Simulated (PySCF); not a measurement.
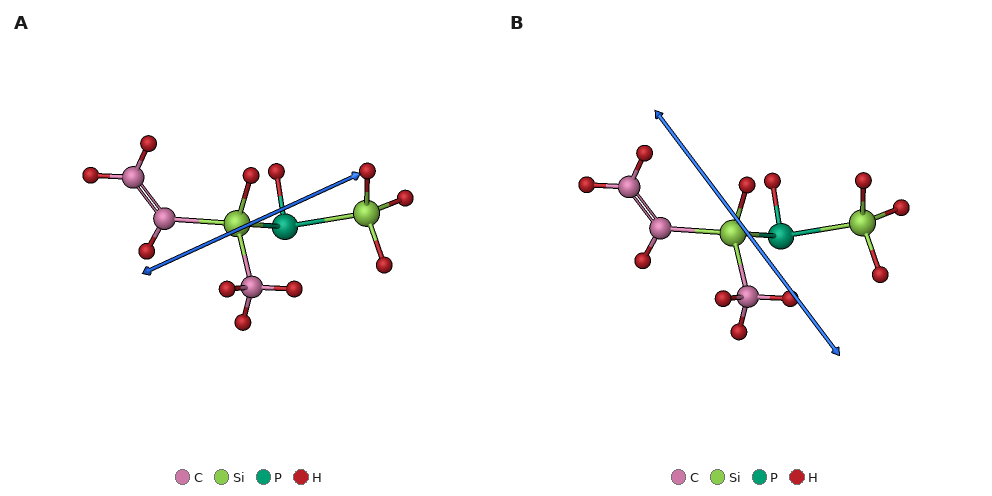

The double arrows show the directions of two transition dipoles from the ground state (lengths mean nothing). Computed geometry: PBE0-D3(BJ)/def2-SVP optimisation. No frequency run is at hand to confirm it as a minimum. Level of theory: TDDFT PBE0/6-31G*, vertical, gas phase, core orbitals frozen in the response (PySCF 2.14.0).

**One belongs to singlet state 6 and one to singlet state 8. Which is which?**

A: state 8, 7.39 eV (168 nm), oscillator strength 0.055, mainly HOMO−1 → LUMO+1 (weight 0.74).
B: state 6, 7.03 eV (176 nm), oscillator strength 0.038, mainly HOMO → LUMO+3 (weight 0.55).
